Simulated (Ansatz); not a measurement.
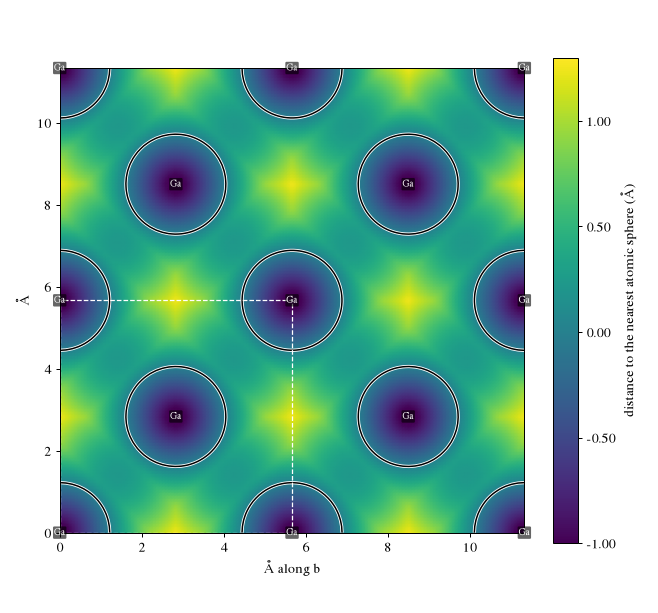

Map of the distance to the nearest atomic sphere in GaAs (F-43m), computed on the section x = 0.000 (parallel to b and c; the dashed line is one cell). The black line marks the spheres' surfaces; positive values are empty space; unlabelled circles belong to atoms above or below the section.

Hard-sphere model; covalent radii (Cordero): Ga 1.22 Å, As 1.19 Å.

Source of the atomic positions: the input geometry of an electronic-structure calculation (not necessarily at equilibrium).

```cif
data_structure
_symmetry_space_group_name_H-M 'P 1'
_symmetry_Int_Tables_number 1
_cell_length_a 5.6662
_cell_length_b 5.6662
_cell_length_c 5.6662
_cell_angle_alpha 90.000
_cell_angle_beta 90.000
_cell_angle_gamma 90.000
_cell_volume 181.91
loop_
_atom_site_label
_atom_site_type_symbol
_atom_site_fract_x
_atom_site_fract_y
_atom_site_fract_z
_atom_site_occupancy
Ga1 Ga 0.00000 0.00000 0.00000 1
As1 As 0.25000 0.25000 0.75000 1
Ga2 Ga 0.00000 0.50000 0.50000 1
As2 As 0.25000 0.75000 0.25000 1
Ga3 Ga 0.50000 0.00000 0.50000 1
As3 As 0.75000 0.25000 0.25000 1
Ga4 Ga 0.50000 0.50000 0.00000 1
As4 As 0.75000 0.75000 0.75000 1
```

**Where is the largest hole in this section, and how large is it?**

At 0.000, 0.000, 0.500 (fractional), where the distance reaches 1.26 Å; it is enclosed by 4 As (then 6 Ga) in a tetrahedral arrangement. It is the largest hole of the crystal.

**How much of the crystal lies outside the spheres?**

About 68 % of the cell's volume, and 71 % of this section's area.

**What can pass through?**

The largest sphere that fits anywhere has a diameter of 2.53 Å; the largest that can travel through the crystal, about 2.2 Å.
